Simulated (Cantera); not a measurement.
Charge: 1 mol NH₃, 0.38 mol SO₂, 6.5 mol O₂, at 2.03 Torr.

Cantera equilibrium calculation (NASA polynomials, part measured and part estimated; ideal gas, pure solids and liquids). Candidate condensed phases: H₂O, H₂SO₄, S; 35 gas species. Rates play no part.

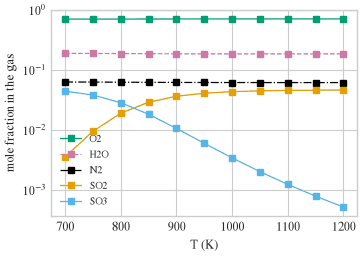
*Equilibrium gas composition (values under 1e-9 drawn at 1e-9)*

From 700 K to 1200 K nothing is condensed.
